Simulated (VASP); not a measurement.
Here is the system:

```xyz
8
Lattice="-0.0039 5.5493 5.5492 5.5493 -0.0039 5.5492 2.7727 2.7727 0.0000" Properties=species:S:1:pos:R:3 pbc="T T T"
In     5.5455     5.5455    11.0911
P      1.3864     1.3864     1.5083
P      4.1040     1.4415     4.1034
P      1.4415     4.1040     4.1034
P      4.1591     4.1591     6.9369
Ga     5.5481     2.7702     2.7767
Ga     2.7702     5.5481     2.7767
Ga     2.7727     2.7727     5.5479
```

These are PBEsol GGA, VASP's PBE PAW potentials (set 64) (plane waves; VASP) values and carry that method's errors. Run with 400 eV cut-off, 4×4×8 Γ-centred mesh, tetrahedra with Blöchl corrections, potentials In_d P Ga_d.

Unless said otherwise, spin-orbit coupling is left out, though it shifts the bands of the heavy elements here.

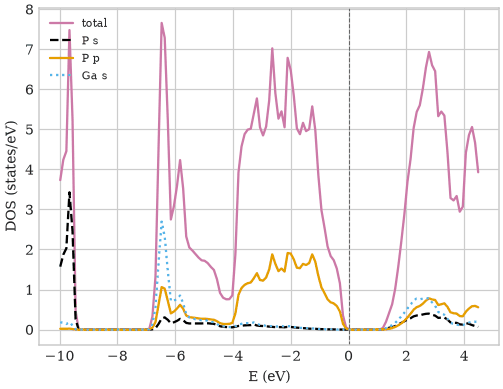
Fig. 1. Total and projected density of states, zero at the valence-band maximum

Within 2 eV below the valence-band maximum the largest weight inside VASP's projection spheres is P p, then Ga p.

The gap is direct, 1.04 eV, from the valence maximum at Γ to the conduction minimum at Γ.

The structure was generated: Ga3InP4 was put into an ordered model structure (Amm2), which need not be its known phase. It was relaxed first.
